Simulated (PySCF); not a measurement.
# C₃H₉As, SMILES `C[As](C)C`: electronic structure

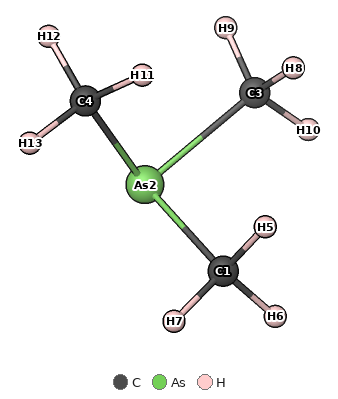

The molecule, with its atoms numbered as below. No frequency check shows the geometry to be a minimum.

Geometry (Å), atoms numbered from 1:

```
C1       0.6053   -1.5894    0.5226
As2     -0.0005    0.0005   -0.4801
C3       1.0752    1.3171    0.5242
C4      -1.6786    0.2706    0.5248
H5       0.5420   -1.4165    1.5959
H6       1.6369   -1.8260    0.2683
H7      -0.0105   -2.4521    0.2705
H8       0.9604    1.1718    1.5973
H9       0.7630    2.3304    0.2701
H10      2.1289    1.2168    0.2700
H11     -1.4958    0.2391    1.5978
H12     -2.1184    1.2347    0.2725
H13     -2.3996   -0.5047    0.2716
```

### 1. Bonding charge

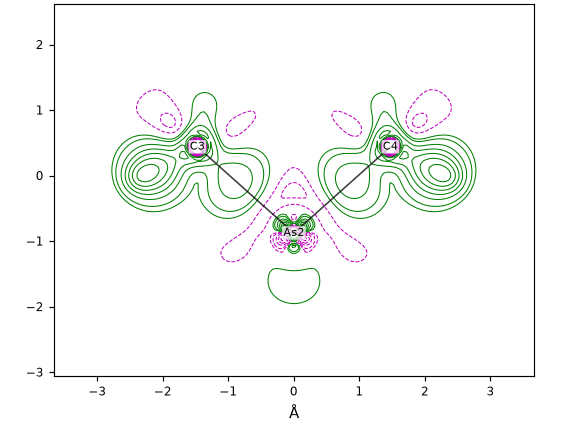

Deformation density (molecule less spherical, spin-averaged free atoms) in the plane of As2, C3 and C4; contours at ±0.05 to ±0.8 e/Å³; solid green lines: gain, dashed magenta lines: loss.

Method: PBE0/def2-TZVP; geometry: GFN2-xTB; program: PySCF.

Describe the bonding that the map shows.

Answer. As2–C4: +0.19 e/Å³ at the bond critical point (bond length 1.97 Å, Mayer order 1.0). As2–C3: +0.19 e/Å³ at the bond critical point (bond length 1.98 Å, Mayer order 1.0). In all, 2.8 electrons gather in the regions of gain relative to the promolecule.

### 2. Bond critical points

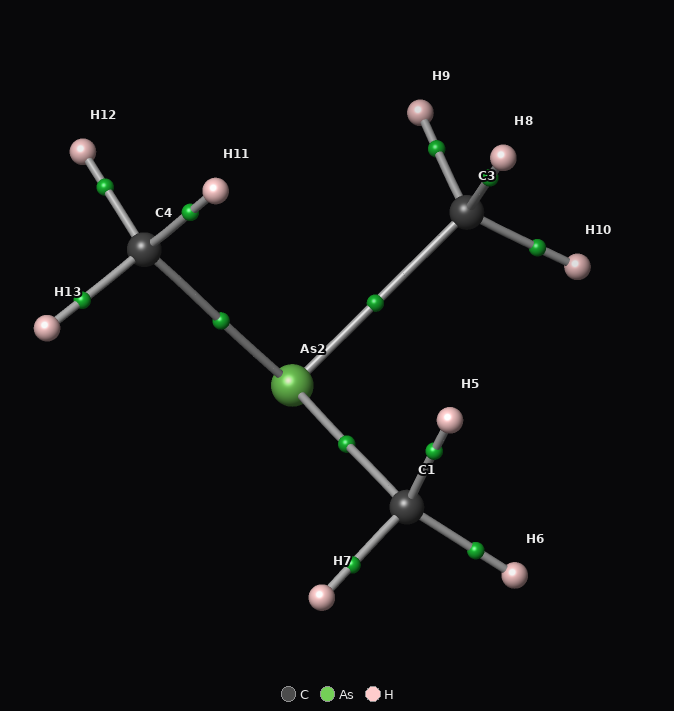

Molecular graph of the electron density (QTAIM): bond paths, bond critical points (green), ring points (magenta, if any); weak paths are dashed.

How many critical points of each kind are there, and does the count close?

Answer. 13 nuclei, 12 bond, 0 ring and 0 cage critical points: 13 − 12 + 0 − 0 = 1, as the Poincaré–Hopf relation requires.

Give the properties at the bond critical points.

Answer.
| bond | length (Å) | ρ (a.u.) | ∇²ρ (a.u.) | ε | H (a.u.) |
| --- | --- | --- | --- | --- | --- |
| C3–H10 (6 alike) | 1.089 | 0.276 | −0.93 | 0.01 | −0.278 |
| C3–H8 (3 alike) | 1.089 | 0.276 | −0.93 | 0.01 | −0.277 |
| As2–C4 | 1.974 | 0.135 | −0.07 | 0.04 | −0.081 |
| As2–C3 (2 alike) | 1.975 | 0.135 | −0.07 | 0.04 | −0.081 |

What kind of interaction is C3–H10?

Answer. Shared-shell (covalent): ρ = 0.276, ∇²ρ = −0.93, H = −0.278 a.u.

### 3. Local ionisation energy

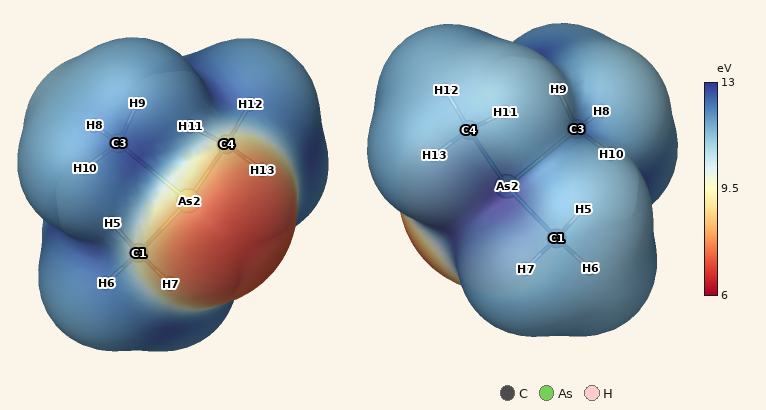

Average local ionisation energy on the surface of electron density 0.001 a.u. (back view left, front view right).

Where are the most loosely bound electrons on this surface?

Answer. The lowest value is 6.9 eV, 2.5 Å from As2. Further minima include 11.0 eV, 1.4 Å from H11, and at like points elsewhere. For comparison, the highest occupied orbital lies at −6.5 eV.

What volume does the surface enclose, and what is the dipole moment?

Answer. About 129 Å³; the dipole moment is 1.0 D.

### 4. In an electric field

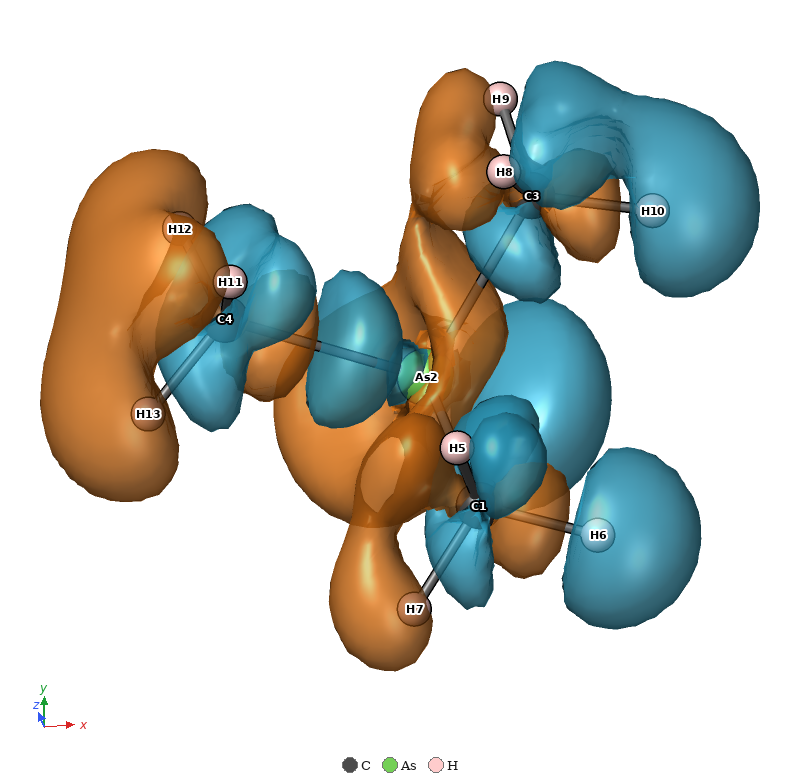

Change of the electron density in a uniform field of 0.21 V/Å, surfaces at ±0.0015 e/Å³ (light blue: gain, orange: loss).

Level of theory: PBE0/def2-TZVP (PySCF), at a geometry from GFN2-xTB. A basis without diffuse functions makes polarisabilities too small.

The field was applied in both directions; the picture shows the one opposite to the script's first.

Along which Cartesian direction does the field point?

Answer. Along −x: electrons gather on the +x side, against the field.

How large is the response?

Answer. The induced dipole is 0.74 D (along the field); α along this axis, from the fields in both directions, is 73 bohr³ (10.8 Å³).

### 5. Removing or adding an electron

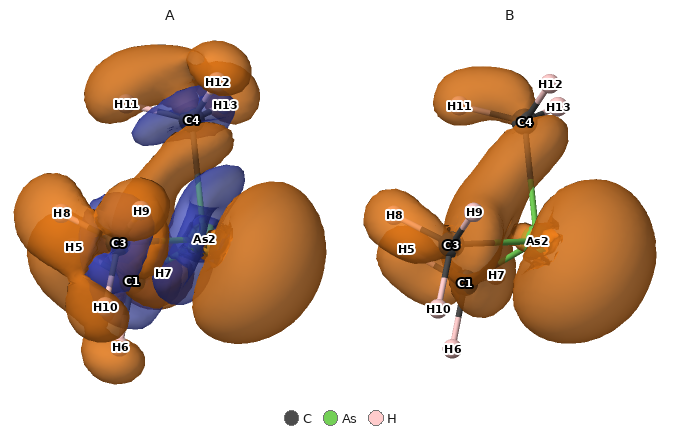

The Fukui function f⁻ from two separate SCF calculations and the density of the HOMO, at ±0.015 e/Å³ (orange positive, blue negative).

Computed with PySCF, PBE0/def2-TZVP, geometry: GFN2-xTB.

Which panel is which, and how good is the frozen-orbital picture?

Answer. A is f⁻ (it has negative regions), B the HOMO density. The HOMO lies on As2 (66 %) and C1, C3 and C4 (8 % each); f⁻ (Hirshfeld-condensed) is largest on As2 (0.41); the vertical ionisation energy is 8.55 eV (the stability of the cation's solution wasn't checked). Relaxation shifts 28 % of the electron between atoms. The orbital energy is −6.50 eV.
